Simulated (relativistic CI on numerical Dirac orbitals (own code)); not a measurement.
```
atom Nb  Z=41  charge=2  electrons=39
nucleus A=93  rms_radius_fm=4.3240
hamiltonian dirac-coulomb  breit=on  qed=on  c_scale=1
orbitals kli  potential=per-configuration
slater_scale 0.85
correlation p86
mixing on
configurations
  [Kr] 4d3
  [Kr] 4d2 5s
  [Kr] 4d2 5p
  [Kr] 4d 5s2
  [Kr] 4d2 4f
  [Kr] 4d 5s 5p
  [Kr] 4d2 5d
  [Kr] 4d2 6s
  [Kr] 4d2 6p
  [Kr] 4d 4f2
  [Kr] 4d2 7s
  [Kr] 4d2 6d
  [Kr] 4d2 7p
  [Kr] 4d 5p2
  [Kr] 4d2 5f
  [Kr] 4d2 5g
  [Kr] 4d2 7d
  [Kr] 4d 5s 6s
  [Kr] 4d2 6f
  [Kr] 4d 4f 5s
  [Kr] 4d 5p 6s
end
```

Command (the task file carries these settings):
```bash
python run_levels.py task.json out
```

Method of calculation: Dirac CI, KLI exchange-only orbitals, Breit term, model QED, valence Slater integrals scaled by 0.85, a P86 correlation estimate for each configuration (in-house radial CI code). The envelope is a Gaussian of full width 0.9 nm, scaled to the tallest stick.

The plot shows absorption lines from the lowest level (oscillator strengths f):

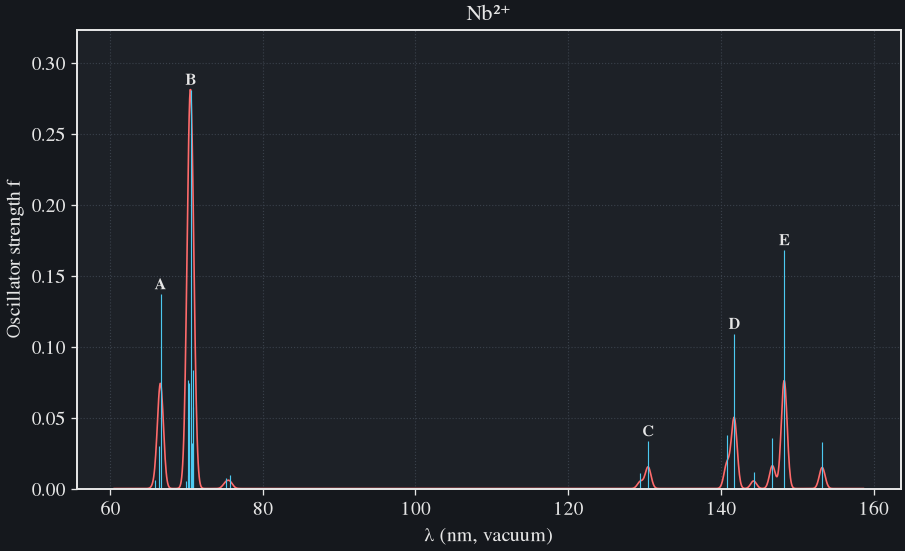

The lettered lines are A: 4d² 4f ⁴G°₅/₂ ← 4d³ ⁴F₃/₂, 66.63 nm, f = 0.14; B: 4d² 4f ⁴G°₅/₂ ← 4d³ ⁴F₃/₂, 70.54 nm, f = 0.28; C: 4d² 5p ⁴D°₁/₂ ← 4d³ ⁴F₃/₂, 130.5 nm, f = 0.033; D: 4d² 5p ⁴D°₁/₂ ← 4d³ ⁴F₃/₂, 141.7 nm, f = 0.11; E: 4d² 5p ⁴F°₃/₂ ← 4d³ ⁴F₃/₂, 148.3 nm, f = 0.17. The strongest, B, lies in the extreme ultraviolet region.

Note: near-neutral ion: configurations can be misplaced by up to about 10000 cm⁻¹, over 20000 where the f count changes; rates and lifetimes follow the computed energies and can be off by orders of magnitude; the fine structure of a weakly bound d or f electron outside closed shells is too small or inverted; only a limited list of configurations is included, so lower levels can be missing; only lines among the lowest 400 of 964 levels are drawn, so those from 4d² 5f and 4d² 7p are incomplete.
